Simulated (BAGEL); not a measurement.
**A workflow on BNH3Cl (SMILES NBCl)**

We compute a single-point energy (HF/def2-SVP), then the energy (NEVPT2(2,2)/def2-SVP), then the energy (CASPT2(2,2)/def2-SVP) of BNH3Cl. 

Program for the calculation: BAGEL 1.2.2.

## Step 1: The molecule

BNH3Cl has 6 atoms, charge 0, and is taken as a singlet. As SMILES, `NBCl`. One bond was lengthened or shortened from a relaxed shape.

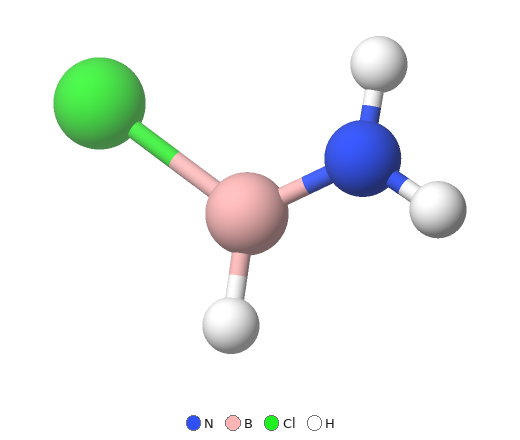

Viewed from a chosen angle; nitrogen blue, boron pink, chlorine green, hydrogen white.

## Step 2: The energy at HF/def2-SVP (density fitting with svp-jkfit) (run 1)

Input file job.json:

```json
{ "bagel" : [

{
  "title" : "molecule",
  "basis" : "svp",
  "df_basis" : "svp-jkfit",
  "angstrom" : false,
  "geometry" : [
    { "atom" : "N", "xyz" : [    -0.79301790,    -0.39693319,    -1.56442867 ] },
    { "atom" : "B", "xyz" : [     0.65300053,    -0.68247081,     0.59307165 ] },
    { "atom" : "Cl", "xyz" : [     1.00136587,     2.24745128,     3.05379742 ] },
    { "atom" : "H", "xyz" : [    -1.01260407,    -1.79816511,    -2.82789956 ] },
    { "atom" : "H", "xyz" : [    -1.70575562,     1.21368038,    -1.99944362 ] },
    { "atom" : "H", "xyz" : [     1.70973538,    -2.61566064,     1.05303099 ] }
  ]
},

{
  "title" : "hf"
},

{
  "title" : "print",
  "file" : "orbitals.molden",
  "orbitals" : true
}

]}
```

Run with:

```console
$ BAGEL_NUM_THREADS=1 BAGEL job.json > job.out
```

The program printed:

```text
* using 1 threads per process

  ===============================================================
  ===============================================================

  *** Geometry ***

  { "atom" : "N", "xyz" : [     -0.793018,     -0.396933,     -1.564429 ] },
  { "atom" : "B", "xyz" : [      0.653001,     -0.682471,      0.593072 ] },
  { "atom" : "Cl", "xyz" : [      1.001366,      2.247451,      3.053797 ] },
  { "atom" : "H", "xyz" : [     -1.012604,     -1.798165,     -2.827900 ] },
  { "atom" : "H", "xyz" : [     -1.705756,      1.213680,     -1.999444 ] },
  { "atom" : "H", "xyz" : [      1.709735,     -2.615661,      1.053031 ] },

  Number of auxiliary basis functions:      334

  Since a DF basis is specified, we compute 2- and 3-index integrals:
    o Being stored without compression. Storage requirement is 0.010 GB

  Number of basis functions:       61
  Number of electrons      :       32

    * METHOD: MOLECULE                             0.10

  *** RHF ***

  === Nuclear Repulsion ===
    79.5616636039

      * DIIS with orbital gradients will be used.

  === RHF iteration (svp) ===
      0       -540.12623001          0.02068976           0.02
      1       -540.22072055          0.01153786           0.02
      2       -540.24836182          0.00169857           0.02
      3       -540.24949604          0.00029302           0.02
      4       -540.24954078          0.00007183           0.02
      5       -540.24954480          0.00002552           0.02
      6       -540.24954525          0.00001018           0.02
      7       -540.24954533          0.00000245           0.02
      8       -540.24954533          0.00000065           0.02
      9       -540.24954533          0.00000015           0.02
     10       -540.24954533          0.00000006           0.02
     11       -540.24954533          0.00000001           0.02
     12       -540.24954533          0.00000001           0.02
    * SCF iteration converged.

    * Permanent dipole moment:
           (    0.533402,     0.683624,     1.306378) a.u.

    * METHOD: HF                                   0.32

    * METHOD: PRINT                                0.01

  ===============================================================
```

Run time: 0.57 s. Hardware: 1 thread of Arm Neoverse V1, shared host; peak memory 0.15 GiB.

## Step 3: A single-point energy at NEVPT2(2,2)/def2-SVP (density fitting with svp-jkfit) (run 2)

Input file input.json:

```json
{ "bagel" : [

{
  "title" : "molecule",
  "basis" : "svp",
  "df_basis" : "svp-jkfit",
  "angstrom" : false,
  "geometry" : [
    { "atom" : "N", "xyz" : [ -0.79301790, -0.39693319, -1.56442867 ] },
    { "atom" : "B", "xyz" : [  0.65300053, -0.68247081,  0.59307165 ] },
    { "atom" : "Cl", "xyz" : [  1.00136587,  2.24745128,  3.05379742 ] },
    { "atom" : "H", "xyz" : [ -1.01260407, -1.79816511, -2.82789956 ] },
    { "atom" : "H", "xyz" : [ -1.70575562,  1.21368038, -1.99944362 ] },
    { "atom" : "H", "xyz" : [  1.70973538, -2.61566064,  1.05303099 ] }
  ]
},
{ "title" : "hf" },
{ "title" : "casscf", "nstate" : 1, "nact" : 2, "nclosed" : 15, "active" : [14, 19], "maxiter" : 200, "natocc" : true },
{ "title" : "nevpt2", "nstate" : 1, "nact" : 2, "nclosed" : 15, "active" : [14, 19], "maxiter" : 200, "natocc" : true, "ncore" : 7 },
{ "title" : "print", "file" : "orbitals.molden", "orbitals" : true }

]}
```

Run with:

```console
$ BAGEL_NUM_THREADS=1 BAGEL input.json > input.out
```

The program printed:

```text
* using 1 threads per process

  ===============================================================
  ===============================================================

  *** Geometry ***

  { "atom" : "N", "xyz" : [     -0.793018,     -0.396933,     -1.564429 ] },
  { "atom" : "B", "xyz" : [      0.653001,     -0.682471,      0.593072 ] },
  { "atom" : "Cl", "xyz" : [      1.001366,      2.247451,      3.053797 ] },
  { "atom" : "H", "xyz" : [     -1.012604,     -1.798165,     -2.827900 ] },
  { "atom" : "H", "xyz" : [     -1.705756,      1.213680,     -1.999444 ] },
  { "atom" : "H", "xyz" : [      1.709735,     -2.615661,      1.053031 ] },

  Number of auxiliary basis functions:      334

  Since a DF basis is specified, we compute 2- and 3-index integrals:
    o Being stored without compression. Storage requirement is 0.010 GB

  Number of basis functions:       61
  Number of electrons      :       32

    * METHOD: MOLECULE                             0.09

  *** RHF ***

  === Nuclear Repulsion ===
    79.5616636039

      * DIIS with orbital gradients will be used.

  === RHF iteration (svp) ===
      0       -540.12623001          0.02068976           0.02
      1       -540.22072055          0.01153786           0.02
      2       -540.24836182          0.00169857           0.02
      3       -540.24949604          0.00029302           0.02
      4       -540.24954078          0.00007183           0.02
      5       -540.24954480          0.00002552           0.02
      6       -540.24954525          0.00001018           0.02
      7       -540.24954533          0.00000245           0.02
      8       -540.24954533          0.00000065           0.02
      9       -540.24954533          0.00000015           0.02
     10       -540.24954533          0.00000006           0.02
     11       -540.24954533          0.00000001           0.02
     12       -540.24954533          0.00000001           0.02
    * SCF iteration converged.

    * Permanent dipole moment:
           (    0.533402,     0.683624,     1.306378) a.u.

    * METHOD: HF                                   0.32

  ---------------------------
      CASSCF calculation
  ---------------------------

    ==== Active orbitals : =====
         Orbital 14
         Orbital 19
    ============================

    * nstate   :      1
    * nclosed  :     15
    * nact     :      2
    * nvirt    :     44
  === CASSCF iteration (svp) ===

    * Using the second-order algorithm

      0  0      -540.25173080     5.82e-04      0.01

      1  0      -540.26216068     1.20e-03      0.11

      2  0      -540.26375200     4.46e-04      0.12

      3  0      -540.26381264     1.49e-04      0.11

      4  0      -540.26381562     4.48e-05      0.11

      5  0      -540.26381583     1.33e-05      0.11

      6  0      -540.26381585     3.90e-06      0.11

      7  0      -540.26381585     1.14e-06      0.12

      8  0      -540.26381585     3.33e-07      0.10

      9  0      -540.26381585     9.73e-08      0.10

     10  0      -540.26381585     2.84e-08      0.09

     11  0      -540.26381585     8.28e-09      0.08

    * Second-order optimization converged. *

     guess   0:   closed 1.                   open ..

  === FCI iteration ===

      0  0      -540.24897618     6.45e-02      0.00
      1  0      -540.26352630     6.80e-03      0.00
      2  0 *    -540.26381585     2.85e-16      0.00

     * ci vector, state   0, <S^2> = 0.0000
       2.     0.9933916912
       .2    -0.1147734631

    * METHOD: CASSCF                               1.23

    * freezing 7 orbitals

  === DF-NEVPT2 calculation ===

    * 3-index integral transformation done
    * assembly done

      NEVPT2 correlation energy:   -0.3737571816      0.06

          (+0)     -0.2906305183
          (+0)'    -0.0253576773
          (+1)     -0.0119364792
          (+1)'    -0.0000000000
          (+2)     -0.0007782833
          (-1)     -0.0392187809
          (-1)'     0.0000000000
          (-2)     -0.0058354425

      NEVPT2 total energy:       -540.6375730353

    * METHOD: NEVPT2                               0.10

    * METHOD: PRINT                                0.01

  ===============================================================
```

It took 1.9 s on 1 thread of Arm Neoverse V1, shared host; peak memory 0.15 GiB.

## Step 4: The energy at CASPT2(2,2)/def2-SVP (density fitting with svp-jkfit) (run 3)

Input file job.json:

```json
{ "bagel": [

{
  "title": "molecule",
  "basis": "svp",
  "df_basis": "svp-jkfit",
  "geometry": [
    { "atom": "N", "xyz": [    -0.79301790,    -0.39693319,    -1.56442867 ] },
    { "atom": "B", "xyz": [     0.65300053,    -0.68247081,     0.59307165 ] },
    { "atom": "Cl", "xyz": [     1.00136587,     2.24745128,     3.05379742 ] },
    { "atom": "H", "xyz": [    -1.01260407,    -1.79816511,    -2.82789956 ] },
    { "atom": "H", "xyz": [    -1.70575562,     1.21368038,    -1.99944362 ] },
    { "atom": "H", "xyz": [     1.70973538,    -2.61566064,     1.05303099 ] }
  ]
},

{
  "title": "hf"
},

{
  "title": "casscf",
  "nstate": 1,
  "nact": 2,
  "nclosed": 15,
  "active": [14, 19],
  "maxiter": 200,
  "natocc": true
},

{
  "title": "print",
  "file": "orbitals.molden",
  "orbitals": true
},

{
  "title": "smith",
  "method": "caspt2",
  "ms": true,
  "xms": true,
  "sssr": true,
  "shift": 0.2,
  "shift_imag": true,
  "ncore": 7
}

]}
```

Run with:

```console
$ BAGEL_NUM_THREADS=1 BAGEL job.json > job.out
```

The program printed:

```text
* using 1 threads per process

  ===============================================================
  ===============================================================

  *** Geometry ***

  { "atom" : "N", "xyz" : [     -0.793018,     -0.396933,     -1.564429 ] },
  { "atom" : "B", "xyz" : [      0.653001,     -0.682471,      0.593072 ] },
  { "atom" : "Cl", "xyz" : [      1.001366,      2.247451,      3.053797 ] },
  { "atom" : "H", "xyz" : [     -1.012604,     -1.798165,     -2.827900 ] },
  { "atom" : "H", "xyz" : [     -1.705756,      1.213680,     -1.999444 ] },
  { "atom" : "H", "xyz" : [      1.709735,     -2.615661,      1.053031 ] },

  Number of auxiliary basis functions:      334

  Since a DF basis is specified, we compute 2- and 3-index integrals:
    o Being stored without compression. Storage requirement is 0.010 GB

  Number of basis functions:       61
  Number of electrons      :       32

    * METHOD: MOLECULE                             0.09

  *** RHF ***

  === Nuclear Repulsion ===
    79.5616636039

      * DIIS with orbital gradients will be used.

  === RHF iteration (svp) ===
      0       -540.12623001          0.02068976           0.02
      1       -540.22072055          0.01153786           0.02
      2       -540.24836182          0.00169857           0.02
      3       -540.24949604          0.00029302           0.02
      4       -540.24954078          0.00007183           0.02
      5       -540.24954480          0.00002552           0.02
      6       -540.24954525          0.00001018           0.02
      7       -540.24954533          0.00000245           0.02
      8       -540.24954533          0.00000065           0.02
      9       -540.24954533          0.00000015           0.02
     10       -540.24954533          0.00000006           0.02
     11       -540.24954533          0.00000001           0.02
     12       -540.24954533          0.00000001           0.02
    * SCF iteration converged.

    * Permanent dipole moment:
           (    0.533402,     0.683624,     1.306378) a.u.

    * METHOD: HF                                   0.31

  ---------------------------
      CASSCF calculation
  ---------------------------

    ==== Active orbitals : =====
         Orbital 14
         Orbital 19
    ============================

    * nstate   :      1
    * nclosed  :     15
    * nact     :      2
    * nvirt    :     44
  === CASSCF iteration (svp) ===

    * Using the second-order algorithm

      0  0      -540.25173080     5.82e-04      0.01

      1  0      -540.26216068     1.20e-03      0.10

      2  0      -540.26375200     4.46e-04      0.12

      3  0      -540.26381264     1.49e-04      0.11

      4  0      -540.26381562     4.48e-05      0.11

      5  0      -540.26381583     1.33e-05      0.11

      6  0      -540.26381585     3.90e-06      0.12

      7  0      -540.26381585     1.14e-06      0.12

      8  0      -540.26381585     3.33e-07      0.10

      9  0      -540.26381585     9.73e-08      0.10

     10  0      -540.26381585     2.84e-08      0.09

     11  0      -540.26381585     8.28e-09      0.08

    * Second-order optimization converged. *

     guess   0:   closed 1.                   open ..

  === FCI iteration ===

      0  0      -540.24897618     6.45e-02      0.00
      1  0      -540.26352630     6.80e-03      0.00
      2  0 *    -540.26381585     2.85e-16      0.00

     * ci vector, state   0, <S^2> = 0.0000
       2.     0.9933916912
       .2    -0.1147734631

    * METHOD: CASSCF                               1.21

    * METHOD: PRINT                                0.01

  === SMITH program ===

    * freezing 7 orbitals

    * Approximate memory requirement for SMITH calulation per MPI process:
      o Storage requirement for T-amplitude, lambda, and residual is 0.01 GB
      o Storage requirement for MO integrals is 0.00 GB
    * Calculating and saving rdm4f

    * Zeroth order energy : state  0       -1.0180295746

    * CASPT2 iteration is performed using orthogonal basis

      -------------------------------------------  CASPT2 iteration  ---------------------------------------------------
       #      aibj      arbs      arbi      airj      risj      airs      arst      rist         Etot      error   time
      ------------------------------------------------------------------------------------------------------------------

       0  -0.28995  -0.00692  -0.03942  -0.01241  -0.00099  -0.02191  -0.00000  -0.00000   -0.3715903  0.0018789   0.03
       1  -0.29008  -0.00695  -0.03953  -0.01256  -0.00103  -0.02229  -0.00000   0.00000   -0.3724456  0.0002557   0.02
       2  -0.29009  -0.00695  -0.03952  -0.01257  -0.00103  -0.02230  -0.00000  -0.00000   -0.3724660  0.0000398   0.02
       3  -0.29009  -0.00695  -0.03952  -0.01257  -0.00103  -0.02231  -0.00000   0.00000   -0.3724664  0.0000064   0.03
       4  -0.29009  -0.00695  -0.03952  -0.01257  -0.00103  -0.02231   0.00000  -0.00000   -0.3724664  0.0000011   0.03
       5  -0.29009  -0.00695  -0.03952  -0.01257  -0.00103  -0.02230  -0.00000  -0.00000   -0.3724664  0.0000002   0.03

      ------------------------------------------------------------------------------------------------------------------

    * CASPT2 energy : state  0     -540.6381100238
        w/o shift correction       -540.6362822354
        reference weight              0.8906758864

    * METHOD: SMITH                                0.22

  ===============================================================
```

Wall time 2 s (1 thread of Arm Neoverse V1, shared host); peak memory 0.15 GiB.

## Step 5: What came out

```
                                 quantity          value
         run 1, HF/def2-SVP: total energy  -540.24955 Eh
        run 1, HF/def2-SVP: dipole moment         3.99 D
          run 1, HF/def2-SVP: HOMO energy      -11.46 eV
          run 1, HF/def2-SVP: LUMO energy        3.77 eV
        run 1, HF/def2-SVP: HOMO–LUMO gap       15.23 eV
run 2, NEVPT2(2,2)/def2-SVP: total energy  -540.63757 Eh
run 3, CASPT2(2,2)/def2-SVP: total energy  -540.63811 Eh
```
